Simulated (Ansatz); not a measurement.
# C₂H₄AlNO: a ladder of functionals and wavefunction methods, part 2 of 2

Ansatz 0.2.0, Gaussian basis; functionals in def2-TZVPP, the program's frozen cores in correlated methods.

### Step 17. ωB97M-V (range-separated)

in.yaml

```yaml
crystal:
  periodic: [false, false, false]
  atoms:
    - {symbol: N, position_ang: [0.466228, 0.933925, -1.624982]}
    - {symbol: C, position_ang: [0.094069, 0.420160, -0.537853]}
    - {symbol: C, position_ang: [0.567501, -0.943087, -0.027336]}
    - {symbol: O, position_ang: [-0.116017, -1.092666, 1.223137]}
    - {symbol: Al, position_ang: [-0.946640, 0.414212, 1.158238]}
    - {symbol: H, position_ang: [0.034770, 1.844529, -1.778965]}
    - {symbol: H, position_ang: [0.291119, -1.744329, -0.721878]}
    - {symbol: H, position_ang: [1.653648, -0.957077, 0.117085]}
    - {symbol: H, position_ang: [-1.956278, 1.078134, 2.175557]}
basis:
  gaussian: {orbitals: def2-TZVPP}
hamiltonian: {xc: {name: wB97M-V}}
output: {forces: true, orbitals: {seedname: orbitals}}
```

Started as:

```
> ansatz run in.yaml --threads 2 --pin off --events-out ev --progress --plain --max-ram 4352MiB
```

Output (excerpt; [...] marks lines left out):

```text
Functional definition: wB97M-V
  name "wB97M-V"
  cite "Mardirossian & Head-Gordon, J. Chem. Phys. 144, 214110 (2016) doi:10.1063/1.4952647"
  cite "Becke, J. Chem. Phys. 107, 8554 (1997) doi:10.1063/1.475007"
  cite "Vydrov & Van Voorhis, J. Chem. Phys. 133, 244103 (2010) doi:10.1063/1.3521275"
  # Of w^i u^j: cxij and so on, Table III.
[...]
  gx(w, u) = 1 - cx + cx01*u + cx10*w
[...]
Atom 5 at     0.034770     1.844529    -1.778965 Å, force     0.014727    -0.066743     0.038903 eV/Å
Atom 6 at     0.291119    -1.744329    -0.721878 Å, force     0.019039     0.078386     0.073031 eV/Å
Atom 7 at     1.653648    -0.957077     0.117085 Å, force    -0.108642     0.004911    -0.005700 eV/Å
Atom 8 at    -1.956278     1.078134     2.175557 Å, force     0.134440    -0.074861    -0.148412 eV/Å
Dipole moment:    -0.309810     0.362056     0.163445 e Å
```

Run time: 16 s. Hardware: 2 threads of Arm Neoverse V2, shared host; peak memory 0.68 GiB.

Atomisation energy: 3485.9 kJ/mol (free atoms -12236.591 eV, run apart). HOMO -8.84 eV, LUMO 0.01 eV.

### Step 18. B2PLYP (double hybrid)

Edit in.yaml of step 17 so:

```diff
@@ -14,3 +14,2 @@
   gaussian: {orbitals: def2-TZVPP}
-hamiltonian: {xc: {name: wB97M-V}}
-output: {forces: true, orbitals: {seedname: orbitals}}
+hamiltonian: {xc: {name: B2PLYP}}
```

Same command.

Output (excerpt; [...] marks lines left out):

```text
Functional definition: B2PLYP
  name "B2PLYP"
  cite "Grimme, J. Chem. Phys. 124, 034108 (2006) doi:10.1063/1.2148954"
  cite "Becke, Phys. Rev. A 38, 3098 (1988) doi:10.1103/PhysRevA.38.3098"
  cite "Lee, Yang & Parr, Phys. Rev. B 37, 785 (1988) doi:10.1103/PhysRevB.37.785"
[...]
1352 factors; integrals over basis functions are off by at most 9.4e-4 eV
[...]
mean field -12260.16457933 eV, -450.5527380523 hartree, gradient 5.7e-6 eV, S^2 0.000000; 0 other end points of the search recorded, 0 dependent functions left out
9 core orbitals not correlated: weight in the atoms' cores, before any rotation towards them, 1.000 or more for the frozen orbitals, at most 0.000 for the correlated occupied ones
reference -12260.16474598 eV, -450.5527441768 hartree; 13, 13 occupied and 200, 200 virtual orbitals, 1352 factors
second order -27.54460460 eV of doubles, -0.00000000 eV of singles
Total energy: -12267.60178923 eV, -450.8260504749 hartree
```

Run time: 8 s. Hardware: 2 threads of Arm Neoverse V2, shared host; peak memory 0.52 GiB.

Atomisation energy: 3434.4 kJ/mol (free atoms -12232.007 eV, run apart).

### Step 19. PBE-QIDH (double hybrid)

Edit in.yaml of step 18 so:

```diff
@@ -14,2 +14,2 @@
   gaussian: {orbitals: def2-TZVPP}
-hamiltonian: {xc: {name: B2PLYP}}
+hamiltonian: {xc: {name: PBE-QIDH}}
```

The command is unchanged.

Output (excerpt; [...] marks lines left out):

```text
Functional definition: PBE-QIDH
  name "PBE-QIDH"
  cite "Brémond, Sancho-García, Pérez-Jiménez & Adamo, J. Chem. Phys. 141, 031101 (2014) doi:10.1063/1.4890314"
  cite "Perdew, Burke & Ernzerhof, Phys. Rev. Lett. 77, 3865 (1996) doi:10.1103/PhysRevLett.77.3865"
[...]
1352 factors; integrals over basis functions are off by at most 9.4e-4 eV
[...]
mean field -12253.62143785 eV, -450.3122820381 hartree, gradient 1.1e-6 eV, S^2 0.000000; 0 other end points of the search recorded, 0 dependent functions left out
9 core orbitals not correlated: weight in the atoms' cores, before any rotation towards them, 1.000 or more for the frozen orbitals, at most 0.000 for the correlated occupied ones
reference -12253.62145066 eV, -450.3122825089 hartree; 13, 13 occupied and 200, 200 virtual orbitals, 1352 factors
second order -25.45157196 eV of doubles, -0.00000000 eV of singles
Total energy: -12262.10530798 eV, -450.6240585149 hartree
```

Wall time 8 s (2 threads of Arm Neoverse V2, shared host); peak memory 0.52 GiB.

Atomisation energy: 3435.9 kJ/mol (free atoms -12226.495 eV, run apart).

### Step 20. Orbital energies across the functionals

Dipoles come from the runs that computed forces. Levels are read from the orbital files that the runs wrote:

```
  functional  HOMO (eV)  LUMO (eV)  gap (eV)  dipole (D)
 LDA (SPW92)      -5.55      -2.89      2.66            
      PBE-D4      -5.42      -2.65      2.77        2.02
   revPBE-D4      -5.36      -2.55      2.81            
     BLYP-D4      -5.33      -2.52      2.81            
   r2SCAN-D4      -5.62      -2.47      3.15        2.14
      B97M-V      -5.75      -2.49      3.27            
     PBE0-D4      -6.65      -1.80      4.85            
    B3LYP-D4      -6.47      -2.01      4.46        2.30
  r2SCANh-D4      -6.08      -2.15      3.93            
  r2SCAN0-D4      -6.79      -1.69      5.10            
    HSE06-D4      -6.25      -2.17      4.08            
    BHLYP-D4      -7.85      -0.95      6.90            
CAM-B3LYP-D4      -8.01      -0.79      7.22            
     LC-ωPBE      -9.27       0.32      9.59            
     ωB97X-V      -8.95       0.22      9.17            
     ωB97M-V      -8.84       0.01      8.85        2.42
```

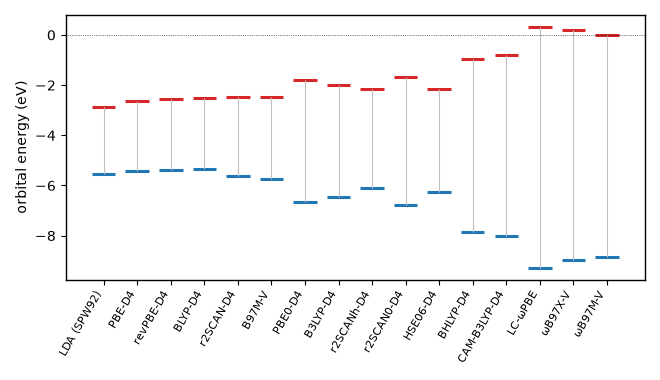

Highest occupied (blue) and lowest empty (red) level by functional.

### Step 21. CCSD(T) in def2-SVP

Edit in.yaml of step 19 so:

```diff
@@ -13,3 +13,3 @@
 basis:
-  gaussian: {orbitals: def2-TZVPP}
-hamiltonian: {xc: {name: PBE-QIDH}}
+  gaussian: {orbitals: def2-SVP}
+correlation: {method: ccsd_t}
```

The command is unchanged.

Output (excerpt; [...] marks lines left out):

```text
Functional definition: HF
  name "HF"
  cite "Fock, Z. Phys. 61, 126 (1930) doi:10.1007/BF01340294"
  parent pbe
[...]
926 factors; integrals over basis functions are off by at most 1.6e-3 eV
[...]
mean field -12218.86075736 eV, -449.0348505917 hartree, gradient 1.9e-6 eV, S^2 0.000000; 0 other end points of the search recorded, 0 dependent functions left out; unrestricted orbitals would lower it
[...]
reference -12218.86075736 eV, -449.0348505917 hartree; 13, 13 occupied and 72, 72 virtual orbitals, 926 factors
second order -18.11353353 eV of doubles, -0.00000000 eV of singles
cycle   1  -18.38469144 eV  change   -2.7e-1 eV  update   1.2e-1
[...]
cycle  10  -19.07198175 eV  change    1.7e-7 eV  update   2.5e-5
perturbative correction -0.65171548 eV, -0.0239501020 hartree
Total energy: -12238.58445459 eV, -449.7596830957 hartree
```

It took 4.8 s on 2 threads of Arm Neoverse V2, shared host; peak memory 0.34 GiB.

### Step 22. CCSD(T) in def2-TZVPP

Edit in.yaml of step 21 so:

```diff
@@ -13,3 +13,4 @@
 basis:
-  gaussian: {orbitals: def2-SVP}
+  gaussian: {orbitals: def2-TZVPP}
 correlation: {method: ccsd_t}
+output: {orbitals: {seedname: orbitals}}
```

Same command.

Output (excerpt; [...] marks lines left out):

```text
Functional definition: HF
  name "HF"
  cite "Fock, Z. Phys. 61, 126 (1930) doi:10.1007/BF01340294"
  parent pbe
[...]
1352 factors; integrals over basis functions are off by at most 9.4e-4 eV
[...]
mean field -12227.95038568 eV, -449.3688882714 hartree, gradient 2.5e-6 eV, S^2 0.000000; 0 other end points of the search recorded, 0 dependent functions left out
9 core orbitals not correlated: weight in the atoms' cores, before any rotation towards them, 1.000 or more for the frozen orbitals, at most 0.000 for the correlated occupied ones
reference -12227.95038568 eV, -449.3688882714 hartree; 13, 13 occupied and 200, 200 virtual orbitals, 1352 factors
second order -22.50927866 eV of doubles, -0.00000000 eV of singles
cycle   1  -22.41133372 eV  change    9.8e-2 eV  update   1.2e-1
[...]
cycle  10  -23.16886024 eV  change   -1.3e-5 eV  update   3.0e-5
perturbative correction -1.04830095 eV, -0.0385243493 hartree
Total energy: -12252.16754687 eV, -450.2588525300 hartree
```

It took 2.1 min on 2 threads of Arm Neoverse V2, shared host; peak memory 3.5 GiB.

### Step 23. MP2 in def2-QZVPP

Edit in.yaml of step 22 so:

```diff
@@ -13,4 +13,3 @@
 basis:
-  gaussian: {orbitals: def2-TZVPP}
-correlation: {method: ccsd_t}
-output: {orbitals: {seedname: orbitals}}
+  gaussian: {orbitals: "def2-QZVPP.json"}
+correlation: {method: mp2}
```

Same command.

Output (excerpt; [...] marks lines left out):

```text
Functional definition: HF
  name "HF"
  cite "Fock, Z. Phys. 61, 126 (1930) doi:10.1007/BF01340294"
  parent pbe
[...]
2526 factors; integrals over basis functions are off by at most 8.4e-4 eV
[...]
mean field -12228.40336384 eV, -449.3855349117 hartree, gradient 3.1e-6 eV, S^2 0.000000; 0 other end points of the search recorded, 0 dependent functions left out
9 core orbitals not correlated: weight in the atoms' cores, before any rotation towards them, 1.000 or more for the frozen orbitals, at most 0.000 for the correlated occupied ones
reference -12228.40336384 eV, -449.3855349117 hartree; 13, 13 occupied and 396, 396 virtual orbitals, 2526 factors
second order -24.11970228 eV of doubles, -0.00000000 eV of singles
Total energy: -12252.52306613 eV, -450.2719176217 hartree
```

Run time: 29 s. Hardware: 2 threads of Arm Neoverse V2, shared host; peak memory 2.2 GiB.

The pieces so far (eV):

```
     basis           HF  MP2 correlation  CCSD correlation      (T)              total
  def2-SVP  -12218.8608         -18.1135          -19.0720  -0.6517        -12238.5845
def2-TZVPP  -12227.9504         -22.5093          -23.1689  -1.0483        -12252.1675
def2-QZVPP  -12228.4034         -24.1197                             -12252.5231 (MP2)
```

The report of the def2-TZVPP run gives T1 = 0.0154.

### Step 24. The basis-set limit

No new run: Hartree-Fock is extrapolated as exp(−7.88√X) and correlation as X^−2.97, with X = 3 and 4; only MP2 was run in the larger set, so CCSD(T) minus MP2 is added from the smaller one.

```
  level  energy at the limit (eV)
     HF               -12228.4658
    MP2               -12253.7784
   CCSD               -12254.4379
CCSD(T)               -12255.4862
```

### Step 25. RPA on PBE orbitals

Edit in.yaml of step 23 so:

```diff
@@ -13,3 +13,4 @@
 basis:
-  gaussian: {orbitals: "def2-QZVPP.json"}
-correlation: {method: mp2}
+  gaussian: {orbitals: def2-TZVPP}
+hamiltonian: {xc: pbe}
+correlation: {method: rpa}
```

Launched as before.

Output (excerpt; [...] marks lines left out):

```text
Functional definition: PBE
  name "PBE"
  cite "Perdew, Burke & Ernzerhof, Phys. Rev. Lett. 77, 3865 (1996) doi:10.1103/PhysRevLett.77.3865"
  parent pbe
[...]
1352 factors; integrals over basis functions are off by at most 9.4e-4 eV
[...]
mean field -12264.74057299 eV, -450.7209027178 hartree, gradient 6.5e-6 eV, S^2 0.000000; 1 other end points of the search recorded, 0 dependent functions left out
9 core orbitals not correlated: weight in the atoms' cores, before any rotation towards them, 1.000 or more for the frozen orbitals, at most 0.000 for the correlated occupied ones
reference -12226.30434927 eV, -449.3083975490 hartree; 13, 13 occupied and 200, 200 virtual orbitals, 1352 factors
Total energy: -12262.39595487 eV, -450.6347395911 hartree
```

It took 9.5 s on 2 threads of Arm Neoverse V2, shared host; peak memory 0.54 GiB.

RPA correlation: -36.092 eV. No RPA run of the hydrogen atom was made, so RPA has no atomisation energy below.

### Step 26. The ladder

Atomisation energy = energies of 1 N, 2 C, 1 O, 1 Al, 4 H (separate runs, same level) minus the molecule's; electronic only, no spin-orbit term.

Differences are taken before rounding.

```
            method             rung  atomisation energy (kJ/mol)  from CCSD(T)/CBS (kJ/mol)     time
       LDA (SPW92)              LDA                       4056.6                     +591.3    1.6 s
            PBE-D4              GGA                       3591.0                     +125.7    3.5 s
         revPBE-D4              GGA                       3484.5                      +19.3    2.9 s
           BLYP-D4              GGA                       3498.2                      +32.9    2.9 s
         r2SCAN-D4         meta-GGA                       3480.2                      +14.9      7 s
            B97M-V         meta-GGA                       3488.7                      +23.4     14 s
           PBE0-D4           hybrid                       3481.1                      +15.9    3.8 s
          B3LYP-D4           hybrid                       3469.9                       +4.6      6 s
        r2SCANh-D4           hybrid                       3443.4                      -21.9    7.5 s
        r2SCAN0-D4           hybrid                       3390.5                      -74.8    7.5 s
          HSE06-D4           hybrid                       3484.8                      +19.5      4 s
          BHLYP-D4           hybrid                       3316.8                     -148.5    4.1 s
      CAM-B3LYP-D4  range-separated                       3485.2                      +19.9    4.4 s
           LC-ωPBE  range-separated                       3473.3                       +8.0    3.6 s
           ωB97X-V  range-separated                       3483.6                      +18.3     11 s
           ωB97M-V  range-separated                       3485.9                      +20.6     16 s
            B2PLYP    double hybrid                       3434.4                      -30.9      8 s
          PBE-QIDH    double hybrid                       3435.9                      -29.4      8 s
     HF/def2-TZVPP     wavefunction                       2341.8                    -1123.5         
    MP2/def2-TZVPP     wavefunction                       3451.9                      -13.3         
   CCSD/def2-TZVPP     wavefunction                       3282.8                     -182.5         
  CCSD(T)/def2-SVP     wavefunction                       3253.3                     -212.0    4.8 s
CCSD(T)/def2-TZVPP     wavefunction                       3356.9                     -108.4  2.1 min
           MP2/CBS     wavefunction                       3560.3                      +95.1         
       CCSD(T)/CBS     wavefunction                       3465.3                          0  2.6 min
```

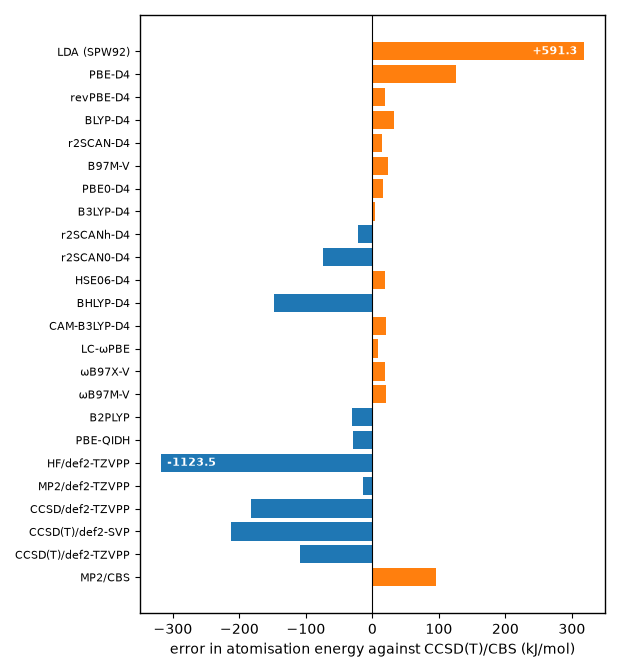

How far each level lands from CCSD(T)/CBS. Bars with a number in them are cut short.

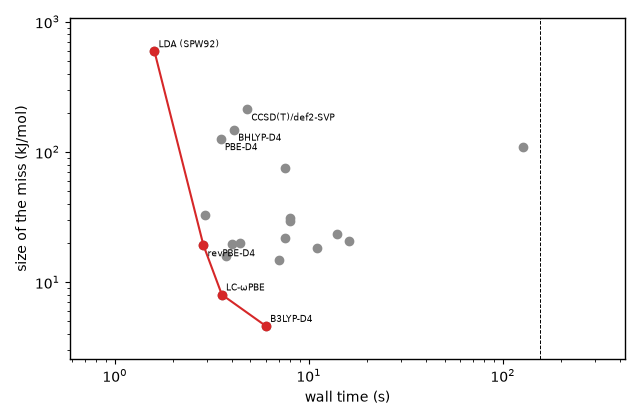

Accuracy for the time spent; red marks the levels that beat every quicker one drawn (of those quicker than the yardstick), and the dashed line is the time of CCSD(T)/CBS. Only those levels and the largest misses are named. Times are from a shared host.

LDA (SPW92), LC-ωPBE, B2PLYP, PBE-QIDH carry no dispersion term (for B3LYP, D4 adds 28.4 kJ/mol).

Times are those of the molecule's run; HF, MP2 and CCSD come out of the CCSD(T) runs, and the limit's time is the sum of the runs that it needs.

### Step 27. What came out

What follows sums up all 2 parts.

```
                               quantity                                     value
        atomisation energy, CCSD(T)/CBS                             3465.3 kJ/mol
 functionals within 17.3 kJ/mol (0.5 %)     r2SCAN-D4, PBE0-D4, B3LYP-D4, LC-ωPBE
                    farthest beyond LDA                  BHLYP-D4 (-148.5 kJ/mol)
                mean size of error, GGA                               59.3 kJ/mol
           mean size of error, meta-GGA                               19.2 kJ/mol
             mean size of error, hybrid                               47.5 kJ/mol
    mean size of error, range-separated                               16.7 kJ/mol
      mean size of error, double hybrid                               30.1 kJ/mol
              gap, smallest and largest  2.66 eV (LDA (SPW92)), 9.59 eV (LC-ωPBE)
                          T1 diagnostic                                    0.0154
triples share of the correlation energy                                     4.3 %
```

In words: LDA overbinds by 591.3 kJ/mol (17 %). PBE-D4 is off by +125.7 kJ/mol. Double hybrids carry the basis error of their MP2 part in triple zeta, and no dispersion term here, so their miss is partly the set-up's. Taken by rung, range-separated functionals do best (16.7 kJ/mol on average) and GGA ones worst beyond LDA (59.3 kJ/mol). The gap between the best rungs is small, so their order is not settled. The reference freezes the cores and leaves out relativity and excitations past (T), so misses under about 17.3 kJ/mol can't be ranked. Hartree-Fock recovers 68 % of the binding; the rest is correlation. CCSD(T) in def2-SVP is off by -212.0 kJ/mol, so the small basis spoils what the method gains. The gap grows from 2.7 to 9.6 eV across the functionals, mostly with the share of exact exchange.

For cost: B3LYP-D4 gets within 4.6 kJ/mol in 6 s, where CCSD(T)/CBS took 2.6 min; the quickest level in the cost chart, LDA (SPW92), takes 1.6 s and misses by 591.3 kJ/mol.
